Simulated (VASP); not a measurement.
Band structure of K (bcc). Level of theory: RPBE GGA, VASP's PBE PAW potentials (set 64) (plane waves; VASP).

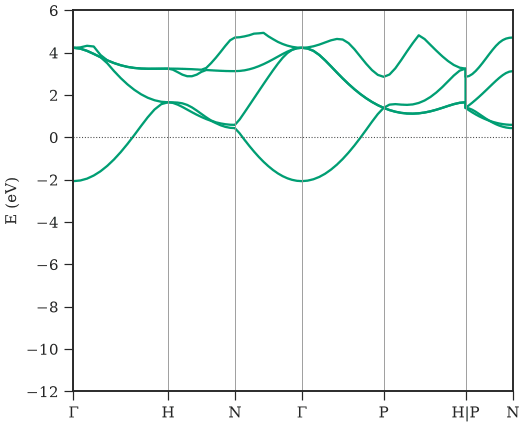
Figure. Bands along high-symmetry lines, zero at the valence-band maximum or, without a gap, the Fermi level

Problem. Read the plot: is there a gap, and where are the band edges?

Solution. It has no gap at this level: it comes out as a metal or semimetal. (Edges off the drawn lines would not show.)

The compound is K in the bcc structure. It was relaxed first, which changed the volume by +8 %.
